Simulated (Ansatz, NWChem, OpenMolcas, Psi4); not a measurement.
# Computed against measured: atomisation enthalpy at 298 K

8 molecules without hydrogen; the atomisation enthalpy at 298 K in kJ/mol, computed less measured. Shapes, held fixed at every level: PBE0-D4/def2-TZVP. Flexible molecules stand in one conformer, not always the lowest. Thermal terms are harmonic and unscaled (PBE0-D4/def2-TZVP); the spin-orbit lowering of the free atoms is taken from their spectra. Programs: Ansatz 0.2.0, NWChem 7.3.0, OpenMolcas 26.06, Psi4 1.11. A level may come from different programs for different species; with the same settings they agree closely. Measured values: Active Thermochemical Tables, NIST-JANAF tables.

Levels: A = M06-L/6-311+G**; B = TPSS/6-311+G**; C = B3LYP-D4/def2-TZVPP; D = CCSD/def2-TZVPP.

| molecule | from tabulated heats | A | B | C | D |
| --- | --- | --- | --- | --- | --- |
| BCl2F (dichlorofluoroborane) | 1537 | +8 | -36 | -19 | -84 |
| BCl3 (boron trichloride) | 1337 | +43 | -22 | -19 | -84 |
| S2F2 (SMILES FSSF) | 1049 | -111 | -97 | -28 | -159 |
| PF3 (phosphorus trifluoride) | 1513 | -151 | -130 | -25 | -116 |
| SO3 (sulfur trioxide) | 1420 | -171 | -208 | -44 | -178 |
| C3O2 (carbon suboxide) | 2745 | +73 | +7 | +22 | -215 |
| SO2F2 (sulfuryl fluoride) | 1693 | -236 | -256 | -53 | -176 |
| SF4 (SMILES FS(F)(F)F) | 1358 | -183 | -144 | -22 | -145 |

Question: Which level does best on this set, which worst, and which err to one side?

Answer: 
```tsv
level	kind	mean error	mean absolute error	worst case
M06-L/6-311+G**	meta-GGA	-91.0	122.0	SO2F2
TPSS/6-311+G**	meta-GGA	-110.8	112.5	SO2F2
B3LYP-D4/def2-TZVPP	global hybrid	-23.5	29.0	SO2F2
CCSD/def2-TZVPP	coupled cluster or CI	-144.6	144.6	C3O2
```

On this set B3LYP-D4/def2-TZVPP has the smallest mean absolute error and CCSD/def2-TZVPP the largest. TPSS/6-311+G** is too low in 7 of 8; B3LYP-D4/def2-TZVPP is too low in 7 of 8; CCSD/def2-TZVPP is too low in 8 of 8. The heats of PF3 come from older tables and can be uncertain by 10 kJ/mol or more. The tabulated values of BCl2F, BCl3, S2F2, SO2F2, SF4 are in doubt (older tables, estimates, or at odds with other calculations) and kept here. Over the 3 molecules whose values aren't doubted the mean absolute errors are A 131.7; B 115.0; C 30.3; D 169.7. Correlated wave functions converge slowly with the basis. CCSD also lacks the triples, which bind further. The set is small.

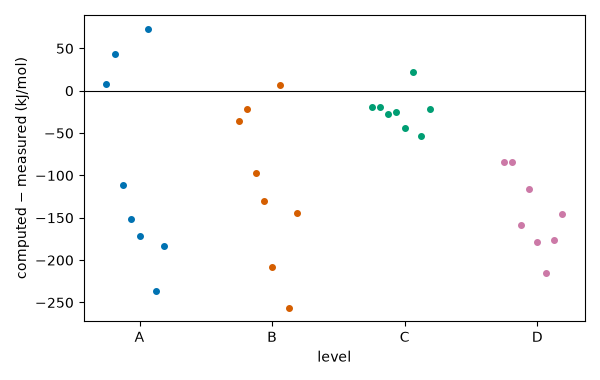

Errors of each level, one point a molecule.
